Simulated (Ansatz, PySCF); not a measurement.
Pulling on the Br1–Cl2 bond in BrCl (multiplicity 1 held). Energies count from the point at 2.165 Å.


R- and RO- levels are restricted; in cc, def2 and unpolarised 6-31G sets they are followed outwards from rest. U- levels take the lowest unrestricted solution at each point, which mixes spins at long bonds. Left out are points that failed, MP2 points that dive below the minimum, coupled-cluster points behind a jump of the amplitudes or a sharp parting from full CI or MRCI, small-basis points behind a change of solution, and semi-empirical points at long bonds. Levels need not reach the same state.

Correlated levels freeze the cores. Filled d and f shells under p-block atoms count as core. Rows in 3-21G carry no dispersion term and start afresh at each structure; the Pople sets are all-electron and without relativity.

The values were computed with Ansatz (Gaussian basis) for Hartree–Fock, density functionals and correlated methods; PySCF for 3-21G rows. Each number belongs to the level named beside it.

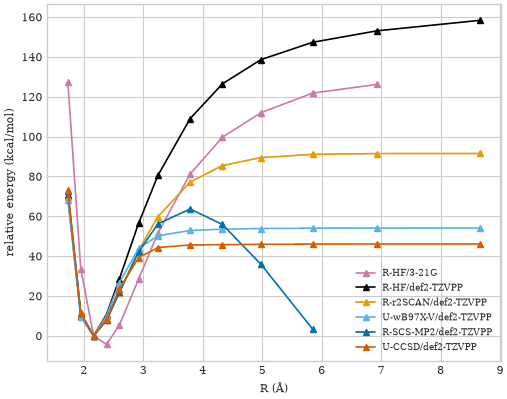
Figure: Relative energy along the coordinate

Problem. Read off the R-HF/3-21G curve at R = 2.923.

Solution. about 29 kcal/mol

Doubts at one or more of the structures used: a restricted determinant that unrestricted orbitals would lower (R-HF/3-21G, R-HF/def2-TZVPP, R-r2SCAN/def2-TZVPP, R-SCS-MP2/def2-TZVPP); a spin-contaminated determinant (U-wB97X-V/def2-TZVPP, U-CCSD/def2-TZVPP); T1 above 0.05 (U-CCSD/def2-TZVPP); the program's own flag: other amplitudes (U-CCSD/def2-TZVPP).

Ansatz is a quantum-chemistry and plane-wave program.
